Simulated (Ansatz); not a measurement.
# Resistivity from frozen vibrations: Al(111) with 4 thermally displaced layers, 2x2, part 2 of 2

Wanted: the phonon-limited resistivity of Al at 180 K by the Landauer route.

Ansatz 0.2.0; Ansatz plane-wave DFT, PBE, PAW files; ballistic transport by layer matching (Landauer), zero bias; PAW set soft_1.

So far. Step 2 (With 4 displaced layers): Over the solved energies the transmission per spin lies between 5.14 and 5.37, out of 5.43 channels of the lead on average (up to 5.59).

## 3. With 8 displaced layers

System of this step: Al(111) with 8 thermally displaced layers, 2x2. The cell holds 56 atoms: 56 Al. Cell: a = 5.725 Å, b = 5.725 Å, c = 32.761 Å, α = 87.5°, β = 92.5°, γ = 120.0°. It derives from Al. Regions: lead, 24 atoms (24 Al); scattering region, 32 atoms (32 Al). The structure is stacked along c, and the current runs across the ab planes.

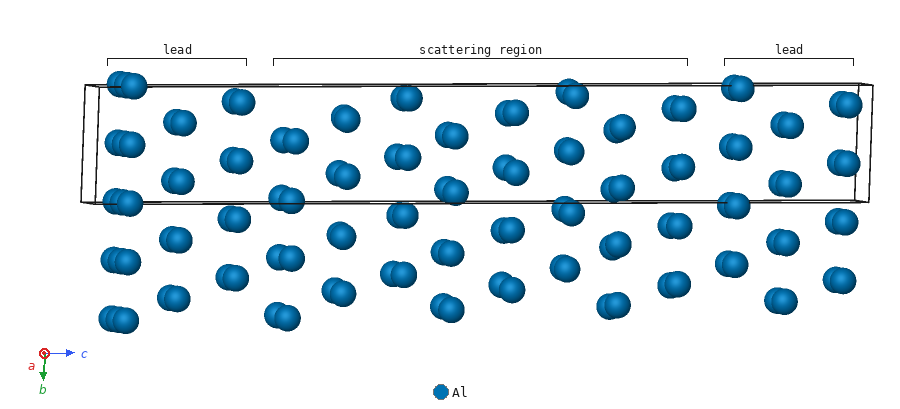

The cell of this step (aluminium blue). 1×2×1 cells are drawn. Some periodic images of atoms are drawn too.

input.yaml reads:

```yaml
crystal:
  lattice:
    - [5.7246940741, 0.0, 0.0]
    - [-2.862347037, 4.957730497, 0.0]
    - [-1.4311735185, 0.8262884162, 32.7193519684]
  atoms:
    - { symbol: Al, position: [0.005952381, 0.994047619, 0.0357142857] }
    - { symbol: Al, position: [0.005952381, 0.494047619, 0.0357142857] }
    - { symbol: Al, position: [0.505952381, 0.994047619, 0.0357142857] }
    - { symbol: Al, position: [0.505952381, 0.494047619, 0.0357142857] }
    - { symbol: Al, position: [0.1845238095, 0.3154761905, 0.1071428571] }
    - { symbol: Al, position: [0.1845238095, 0.8154761905, 0.1071428571] }
    - { symbol: Al, position: [0.6845238095, 0.3154761905, 0.1071428571] }
    - { symbol: Al, position: [0.6845238095, 0.8154761905, 0.1071428571] }
    - { symbol: Al, position: [0.3630952381, 0.1369047619, 0.1785714286] }
    - { symbol: Al, position: [0.3630952381, 0.6369047619, 0.1785714286] }
    - { symbol: Al, position: [0.8630952381, 0.1369047619, 0.1785714286] }
    - { symbol: Al, position: [0.8630952381, 0.6369047619, 0.1785714286] }
    - { symbol: Al, position: [0.0411165906, 0.9671641468, 0.2490934672] }
    - { symbol: Al, position: [0.0551427779, 0.4739672503, 0.2487023332] }
    - { symbol: Al, position: [0.5716433999, 0.983431089, 0.2525734379] }
    - { symbol: Al, position: [0.5670807885, 0.474700395, 0.2553768946] }
    - { symbol: Al, position: [0.2230276847, 0.2795549805, 0.3228669339] }
    - { symbol: Al, position: [0.1952847029, 0.7556660062, 0.3193250532] }
    - { symbol: Al, position: [0.7284286844, 0.2878182888, 0.3177644793] }
    - { symbol: Al, position: [0.6920019562, 0.7748606811, 0.3209800717] }
    - { symbol: Al, position: [0.4039108254, 0.1112690523, 0.3957878137] }
    - { symbol: Al, position: [0.4063432604, 0.6112692574, 0.3902451748] }
    - { symbol: Al, position: [0.8848986775, 0.1046445942, 0.394442311] }
    - { symbol: Al, position: [0.9136853924, 0.6102083391, 0.3947273342] }
    - { symbol: Al, position: [0.0743384508, 0.8953320547, 0.4625347879] }
    - { symbol: Al, position: [0.0876798852, 0.4326115021, 0.4606794953] }
    - { symbol: Al, position: [0.589824975, 0.915804365, 0.4637313999] }
    - { symbol: Al, position: [0.5864432206, 0.4349877013, 0.4608678454] }
    - { symbol: Al, position: [0.2697477298, 0.2455705805, 0.5338759574] }
    - { symbol: Al, position: [0.2347405427, 0.7099006712, 0.5341697675] }
    - { symbol: Al, position: [0.7527214927, 0.2330177815, 0.5349320014] }
    - { symbol: Al, position: [0.7547383092, 0.7444034288, 0.5381484222] }
    - { symbol: Al, position: [0.4323526563, 0.0611702775, 0.6084274827] }
    - { symbol: Al, position: [0.4603365665, 0.5598775984, 0.6083660044] }
    - { symbol: Al, position: [0.9238745512, 0.0863917197, 0.6087154338] }
    - { symbol: Al, position: [0.9518118374, 0.5649611069, 0.6046558258] }
    - { symbol: Al, position: [0.1307591562, 0.8991097647, 0.6765036104] }
    - { symbol: Al, position: [0.0964842001, 0.3940420778, 0.6781626724] }
    - { symbol: Al, position: [0.6436574307, 0.8774468238, 0.67731085] }
    - { symbol: Al, position: [0.5981282924, 0.3610507156, 0.6764510274] }
    - { symbol: Al, position: [0.31280515, 0.2065073228, 0.7485490421] }
    - { symbol: Al, position: [0.279159457, 0.7172082799, 0.751569987] }
    - { symbol: Al, position: [0.7922208816, 0.2020859874, 0.7507286836] }
    - { symbol: Al, position: [0.7917570102, 0.6973690667, 0.7514842131] }
    - { symbol: Al, position: [0.4702380952, 0.0297619048, 0.8214285714] }
    - { symbol: Al, position: [0.4702380952, 0.5297619048, 0.8214285714] }
    - { symbol: Al, position: [0.9702380952, 0.0297619048, 0.8214285714] }
    - { symbol: Al, position: [0.9702380952, 0.5297619048, 0.8214285714] }
    - { symbol: Al, position: [0.1488095238, 0.8511904762, 0.8928571429] }
    - { symbol: Al, position: [0.1488095238, 0.3511904762, 0.8928571429] }
    - { symbol: Al, position: [0.6488095238, 0.8511904762, 0.8928571429] }
    - { symbol: Al, position: [0.6488095238, 0.3511904762, 0.8928571429] }
    - { symbol: Al, position: [0.3273809524, 0.1726190476, 0.9642857143] }
    - { symbol: Al, position: [0.3273809524, 0.6726190476, 0.9642857143] }
    - { symbol: Al, position: [0.8273809524, 0.1726190476, 0.9642857143] }
    - { symbol: Al, position: [0.8273809524, 0.6726190476, 0.9642857143] }
kpoints:
  mp_grid: { grid: [5, 5, 1] }
hamiltonian:
  xc: pbe
  pseudopotentials: { kind: paw, azcp: { folder: soft_1 } }
scf:
  occupations: { method: fermi_dirac, width: 0.1 }
output:
  transmission:
    leads: [[0, 4]]
    kmesh: [10, 10]
    e_range: [-0.05, 0.05]
    de: 0.05
  write_potential: true
  write_density: true
  volumetric_format: npy
```

Started as:

```console
ansatz run input.yaml --threads 4 --pin off --max-ram 15360MiB --backend cpu --events-out ev --progress --plain --runs-dir out
```

Numbers of over 12 decimals in the logs are rounded to 6 here.

The log of the run:

```text
[...]
Crystal: 56 atoms, lattice volume = 928.624 Å³
Basis set: ecut = 420 eV, 18271 PW (Γ)
Bands: 140, of which v1, the nominal top of the filled ones, is band 84 counted from 1 (83 counted from 0)
Symmetry: 1 space group operations
[...]
k-points: 13 of 25 (time reversal used)
[...]
SCF iter   1: F=—  HF=-30101.171956 eV  |F-HF|=—  |Δ(HF+E_count)|=         —  Δρ=2.31e-2  dr2=6.72e0  ethr=3.10e-3  ⟨swp⟩=7.1  Hψ=8857  notcnv=0  defer=45
[...]
SCF iter   7: F=-30099.028669 eV  HF=-30099.028669 eV  |F-HF|=1.18e-8  |Δ(HF+E_count)|=   5.74e-9  Δρ=1.01e-6  dr2=2.06e-8  ethr=5.95e-11  ⟨swp⟩=12.7  Hψ=7494  notcnv=0
SCF 1 converged in 7 iterations: F = -30099.028669 eV  dr2 = 2.06e-8
[...]
transmission: 222 of 2132 steps passed
transmission: 432 of 2132 steps passed
[...]
transmission: 2132 of 2132 steps passed
SCF converged after 7 iterations
Free energy (F): -30099.028669 eV
[...]
Internal energy: -30098.121818 eV  (E = F + TS)
E sigma→0 (E₀):  -30098.575244 eV
Entropy (-TS):   -0.906852 eV (-16.194 meV/atom)
Fermi energy:    7.937731 eV
[...]
--- Band table (eV; the first three rows and the last of 13) ---
  k-point 0: bands = [... 80 lower, 6.5529, 6.5769, 6.5940, 7.0621, 7.0919, 7.0971, 7.1092, 7.1888, ... 52 higher]
  k-point 1: bands = [... 80 lower, 6.9477, 7.0904, 7.1212, 7.1390, 7.1685, 7.6514, 7.6863, 7.6985, ... 52 higher]
  k-point 2: bands = [... 80 lower, 7.9487, 8.0390, 8.0812, 8.1218, 8.1552, 8.1915, 8.2426, 8.2918, ... 52 higher]
  k-point 12: bands = [... 80 lower, 7.7521, 7.9235, 7.9401, 7.9715, 7.9965, 8.0014, 8.0288, 8.0457, ... 52 higher]
--- Transmission ---
  basis      : 253 plane waves across, 41 finite elements along
  points     : 52, standing for a mesh of 10 x 10
[...]
channels       : 5.530000e0 a spin
[...]
junction   : crystal 0 to crystal 0, 0.70 to 31.08 Å
    transmission   : 4.971045e0 a spin
[...]
```

It took 9.9 min on 4 threads of Arm Neoverse V1, shared host; peak memory 3.2 GiB; 32 min of CPU time.

This step gave:

```
free energy                                                  : -30099.0287 eV
energy at zero smearing                                      : -30098.5752 eV
Fermi energy                                                 : 7.938 eV
transmission at the energy nearest the Fermi level, one spin : 4.971
channels at the energy nearest the Fermi level, one spin     : 5.53
step of the lead's Hamiltonian                               : 4.4 meV
```

Per spin. Table of transmission, zone mean by energy, zero at the Fermi level:

```
energy (eV)  transmission, zone mean
    -0.0500                     4.80
     0.0000                     4.97
     0.0500                     5.06
```

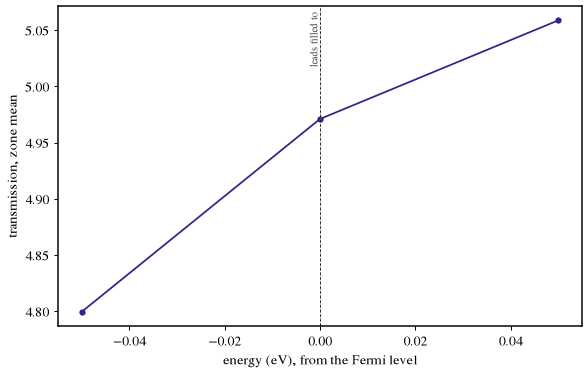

Transmission, zone mean against energy.

Over the solved energies the transmission per spin lies between 4.80 and 5.06, out of 5.45 channels of the lead on average (up to 5.59).

## 4. With 12 displaced layers

System of this step: Al(111) with 12 thermally displaced layers, 2x2. The cell holds 72 atoms: 72 Al. Cell: a = 5.725 Å, b = 5.725 Å, c = 42.068 Å, α = 90.0°, β = 90.0°, γ = 120.0°. It derives from Al. Regions: lead, 24 atoms (24 Al); scattering region, 48 atoms (48 Al). The structure is stacked along c, and the current runs across the ab planes.

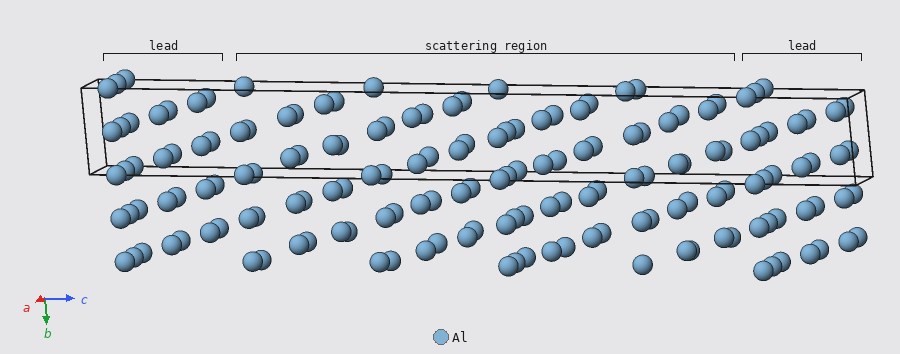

The cell of this step (aluminium light blue). 1×2×1 cells are drawn. Some periodic images of atoms are drawn too.

input.yaml reads:

```yaml
crystal:
  lattice:
    - [5.7246940741, 0.0, 0.0]
    - [-2.862347037, 4.957730497, 0.0]
    - [0.0, 0.0, 42.0677382451]
  atoms:
    - { symbol: Al, position: [0.0, 0.0, 0.0277777778] }
    - { symbol: Al, position: [0.0, 0.5, 0.0277777778] }
    - { symbol: Al, position: [0.5, 0.0, 0.0277777778] }
    - { symbol: Al, position: [0.5, 0.5, 0.0277777778] }
    - { symbol: Al, position: [0.1666666667, 0.3333333333, 0.0833333333] }
    - { symbol: Al, position: [0.1666666667, 0.8333333333, 0.0833333333] }
    - { symbol: Al, position: [0.6666666667, 0.3333333333, 0.0833333333] }
    - { symbol: Al, position: [0.6666666667, 0.8333333333, 0.0833333333] }
    - { symbol: Al, position: [0.3333333333, 0.1666666667, 0.1388888889] }
    - { symbol: Al, position: [0.3333333333, 0.6666666667, 0.1388888889] }
    - { symbol: Al, position: [0.8333333333, 0.1666666667, 0.1388888889] }
    - { symbol: Al, position: [0.8333333333, 0.6666666667, 0.1388888889] }
    - { symbol: Al, position: [0.9610212642, 0.9797111649, 0.193880697] }
    - { symbol: Al, position: [0.9893584006, 0.4816746928, 0.1950542032] }
    - { symbol: Al, position: [0.5179385945, 0.0070993681, 0.1948609321] }
    - { symbol: Al, position: [0.5144726058, 0.5063658633, 0.1923253937] }
    - { symbol: Al, position: [0.1740680684, 0.3536584016, 0.2478900356] }
    - { symbol: Al, position: [0.1644534925, 0.8272086536, 0.2483342462] }
    - { symbol: Al, position: [0.6536735953, 0.334923373, 0.2505849541] }
    - { symbol: Al, position: [0.6594987606, 0.8105730798, 0.2494644037] }
    - { symbol: Al, position: [0.3454970366, 0.1815691046, 0.3068030161] }
    - { symbol: Al, position: [0.3533033884, 0.6839352337, 0.3070838791] }
    - { symbol: Al, position: [0.8226781067, 0.1675802094, 0.304232728] }
    - { symbol: Al, position: [0.787643251, 0.6402100293, 0.3094303689] }
    - { symbol: Al, position: [0.9671252189, 0.9647100374, 0.3600262511] }
    - { symbol: Al, position: [0.020369213, 0.4992923806, 0.3618680801] }
    - { symbol: Al, position: [0.4956603224, 0.9986900029, 0.3634606637] }
    - { symbol: Al, position: [0.510171341, 0.4986424292, 0.3627650105] }
    - { symbol: Al, position: [0.1795878722, 0.3298837332, 0.417167469] }
    - { symbol: Al, position: [0.1648712451, 0.8228145737, 0.418801476] }
    - { symbol: Al, position: [0.6595144732, 0.3235830923, 0.4135581701] }
    - { symbol: Al, position: [0.6614228624, 0.8573429906, 0.4145519203] }
    - { symbol: Al, position: [0.3362991946, 0.1608879096, 0.4731707033] }
    - { symbol: Al, position: [0.3354339846, 0.6544482022, 0.471680831] }
    - { symbol: Al, position: [0.8355891239, 0.1684696101, 0.4721693383] }
    - { symbol: Al, position: [0.8340165481, 0.676573357, 0.4746653645] }
    - { symbol: Al, position: [0.0015428221, 0.9883504502, 0.5285122379] }
    - { symbol: Al, position: [0.0044658484, 0.5072658814, 0.5311998464] }
    - { symbol: Al, position: [0.4969930942, 0.9998189629, 0.5261331389] }
    - { symbol: Al, position: [0.4915822367, 0.4910417628, 0.5307453655] }
    - { symbol: Al, position: [0.1663092288, 0.324331535, 0.586912378] }
    - { symbol: Al, position: [0.1553408337, 0.8468893038, 0.5852184028] }
    - { symbol: Al, position: [0.6724348745, 0.3292228848, 0.5830933138] }
    - { symbol: Al, position: [0.6681713311, 0.845705881, 0.5790133274] }
    - { symbol: Al, position: [0.3275603904, 0.1690582179, 0.6378108634] }
    - { symbol: Al, position: [0.3066468158, 0.6628446225, 0.6374881016] }
    - { symbol: Al, position: [0.8552390745, 0.1886613364, 0.6390175849] }
    - { symbol: Al, position: [0.8054253542, 0.6635786795, 0.63717469] }
    - { symbol: Al, position: [0.0226080106, 0.0266229802, 0.6950332517] }
    - { symbol: Al, position: [0.0396616865, 0.5238386018, 0.6957364632] }
    - { symbol: Al, position: [0.4899179121, 0.0032878268, 0.6919603325] }
    - { symbol: Al, position: [0.5175672779, 0.5037575729, 0.6972247485] }
    - { symbol: Al, position: [0.1581954717, 0.3049345978, 0.7514610887] }
    - { symbol: Al, position: [0.1955511258, 0.8618097712, 0.7484681833] }
    - { symbol: Al, position: [0.6577614014, 0.3366687037, 0.7483147401] }
    - { symbol: Al, position: [0.6423802038, 0.8183397912, 0.7550633938] }
    - { symbol: Al, position: [0.3195136628, 0.1526422117, 0.8049400944] }
    - { symbol: Al, position: [0.3458643611, 0.688659856, 0.8075033857] }
    - { symbol: Al, position: [0.8466525719, 0.1689830042, 0.8060361236] }
    - { symbol: Al, position: [0.814973216, 0.6445642301, 0.809523915] }
    - { symbol: Al, position: [0.0, 0.0, 0.8611111111] }
    - { symbol: Al, position: [0.0, 0.5, 0.8611111111] }
    - { symbol: Al, position: [0.5, 0.0, 0.8611111111] }
    - { symbol: Al, position: [0.5, 0.5, 0.8611111111] }
    - { symbol: Al, position: [0.1666666667, 0.3333333333, 0.9166666667] }
    - { symbol: Al, position: [0.1666666667, 0.8333333333, 0.9166666667] }
    - { symbol: Al, position: [0.6666666667, 0.3333333333, 0.9166666667] }
    - { symbol: Al, position: [0.6666666667, 0.8333333333, 0.9166666667] }
    - { symbol: Al, position: [0.3333333333, 0.1666666667, 0.9722222222] }
    - { symbol: Al, position: [0.3333333333, 0.6666666667, 0.9722222222] }
    - { symbol: Al, position: [0.8333333333, 0.1666666667, 0.9722222222] }
    - { symbol: Al, position: [0.8333333333, 0.6666666667, 0.9722222222] }
kpoints:
  mp_grid: { grid: [5, 5, 1] }
hamiltonian:
  xc: pbe
  pseudopotentials: { kind: paw, azcp: { folder: soft_1 } }
scf:
  occupations: { method: fermi_dirac, width: 0.1 }
output:
  transmission:
    leads: [[0, 4]]
    kmesh: [10, 10]
    e_range: [-0.05, 0.05]
    de: 0.05
  write_potential: true
  write_density: true
  volumetric_format: npy
```

The log of the run:

```text
[...]
Crystal: 72 atoms, lattice volume = 1193.945 Å³
Basis set: ecut = 420 eV, 23469 PW (Γ)
Bands: 180, of which v1, the nominal top of the filled ones, is band 108 counted from 1 (107 counted from 0)
Symmetry: 1 space group operations
[...]
k-points: 13 of 25 (time reversal used)
[...]
SCF iter   1: F=—  HF=-38701.174720 eV  |F-HF|=—  |Δ(HF+E_count)|=         —  Δρ=2.35e-2  dr2=8.87e0  ethr=3.10e-3  ⟨swp⟩=6.2  Hψ=10863  notcnv=0  defer=108
[...]
SCF iter   7: F=-38698.223616 eV  HF=-38698.223616 eV  |F-HF|=2.37e-8  |Δ(HF+E_count)|=   8.04e-9  Δρ=1.39e-6  dr2=4.48e-8  ethr=4.63e-11  ⟨swp⟩=13.4  Hψ=10101  notcnv=0
SCF 1 converged in 7 iterations: F = -38698.223616 eV  dr2 = 4.48e-8
[...]
transmission: 273 of 2704 steps passed
transmission: 549 of 2704 steps passed
[...]
transmission: 2704 of 2704 steps passed
SCF converged after 7 iterations
Free energy (F): -38698.223616 eV
[...]
Internal energy: -38697.005639 eV  (E = F + TS)
E sigma→0 (E₀):  -38697.614627 eV
Entropy (-TS):   -1.217977 eV (-16.916 meV/atom)
Fermi energy:    7.949125 eV
[...]
--- Band table (eV; the first three rows and the last of 13) ---
  k-point 0: bands = [... 104 lower, 6.5928, 6.6015, 6.6300, 6.8219, 6.8489, 6.8573, 6.8694, 6.8943, ... 68 higher]
  k-point 1: bands = [... 104 lower, 6.9221, 6.9632, 7.1235, 7.1499, 7.1715, 7.2149, 7.2685, 7.4309, ... 68 higher]
  k-point 2: bands = [... 104 lower, 8.0030, 8.0239, 8.0548, 8.0660, 8.1036, 8.1140, 8.1554, 8.1957, ... 68 higher]
  k-point 12: bands = [... 104 lower, 7.7425, 7.9068, 7.9260, 7.9573, 7.9869, 8.0121, 8.0270, 8.0495, ... 68 higher]
--- Transmission ---
  basis      : 253 plane waves across, 52 finite elements along
  points     : 52, standing for a mesh of 10 x 10
[...]
channels       : 5.590000e0 a spin
[...]
junction   : crystal 0 to crystal 0, 0.70 to 40.43 Å
    transmission   : 4.834663e0 a spin
[...]
```

The job ended after 13 min (4 threads; peak memory 4.9 GiB; 42 min of CPU time).

Numbers from this step:

| Property | Result |
| --- | --- |
| free energy | -38698.2236 eV |
| energy at zero smearing | -38697.6146 eV |
| Fermi energy | 7.949 eV |
| transmission at the energy nearest the Fermi level, one spin | 4.835 |
| channels at the energy nearest the Fermi level, one spin | 5.59 |
| step of the lead's Hamiltonian | 6.2 meV |

Per spin. The transmission, zone mean by energy, zero at the Fermi level:

| energy (eV) | transmission, zone mean |
| --- | --- |
| -0.0500 | 4.69 |
| 0.0000 | 4.83 |
| 0.0500 | 4.81 |

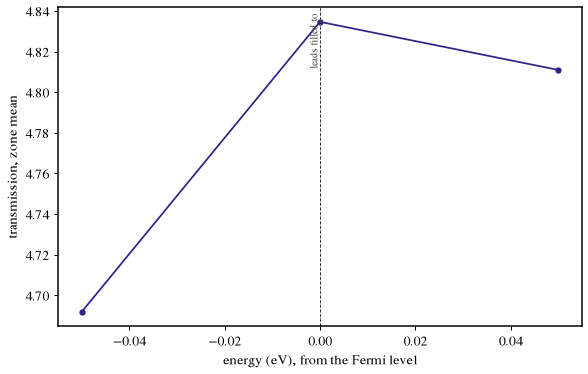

Transmission, zone mean, plotted against energy.

Over the solved energies the transmission per spin lies between 4.69 and 4.83, out of 5.49 channels of the lead on average (up to 5.59).

## 5. Resistance against length

This step: Ansatz plane-wave DFT, PBE, PAW files; ballistic transport by layer matching (Landauer), zero bias; resistivity from the slope of the area resistance; PAW set soft_1 (Ansatz 0.2.0).

Numbers from this step:

| Property | Result |
| --- | --- |
| resistivity | 4.047 µΩ cm |
| intercept | -0.01176 fΩ m² |
| scatter about the fit | 0.003543 fΩ m² |

Resistance, by row:

```csv
run,length (Å),T,channels N,RA (fΩ m²)
n4,9.348,5.247,5.43,0.02357
n8,18.7,4.943,5.45,0.06892
n12,28.05,4.779,5.49,0.09924
```

The area resistance by length of the displaced region:

```
length of the displaced region (Å)  area resistance (fΩ m²)
                              9.35                   0.0236
                             18.70                   0.0689
                             28.05                   0.0992
```

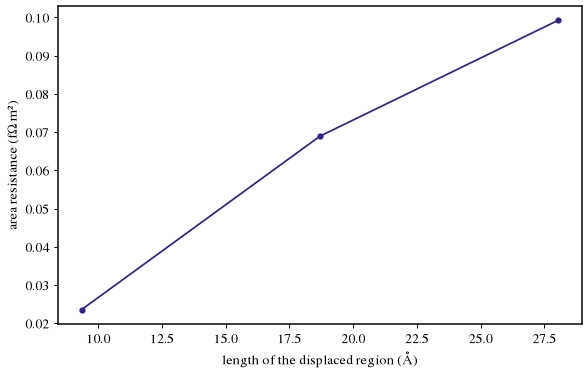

Area resistance, plotted against length of the displaced region.

The area resistance goes from 0.024 to 0.099 fΩ m² between 9.3 and 28.0 Å, a slope of 4.0 µΩ cm.

By hand from the end points: (0.09924 − 0.02357) fΩ m² / (28.05 − 9.35) Å = 4.0 µΩ cm, since 1 fΩ m² per Å is 1000 µΩ cm.

## 6. Results

```yaml
resistivity_from_the_slope: 4.05 µΩ cm
area_resistance_over_9p35_a: 0.0236 fΩ m²
area_resistance_over_18p7_a: 0.0689 fΩ m²
area_resistance_over_28p0_a: 0.0992 fΩ m²
```

In words: The slope gives 4.0 µΩ cm. The points scatter by 0.0035 fΩ m² about the line, with one random draw a length in a 2x2 cell, so the slope is a rough value. The mean square of the displacements drawn is 0.78, 0.91 and 1.0 of the nominal one at the three lengths; with each resistance scaled back by that, the slope is 3.6 µΩ cm, the value used below. The lead's own channel count moves between the runs (5.43, 5.45 and 5.49), which shifts RA and the slope too. Read with a model of isotropic scattering on a spherical Fermi surface and the lead's 1.5×10¹⁵ S/m², this slope means a mean free path near 165 Å; over these lengths the model's slope is 1.16 times its bulk resistivity, which would be 3.1 µΩ cm. Uncorrelated displacements put too much weight on short waves, which scatter strongly; with the sideways repeat of a small cell, one draw and three short lengths, the method is good to a factor of two or three.

[Logs are printed without paths, hosts, clocks, repeated set-up lines and the standing remarks that a program may print on its own settings, such as how far it seeks lower states.]

[Hosts, paths, dates, database ids (printed as entryN), source tags and the programs' standing remarks are cut or masked in the printed files.]
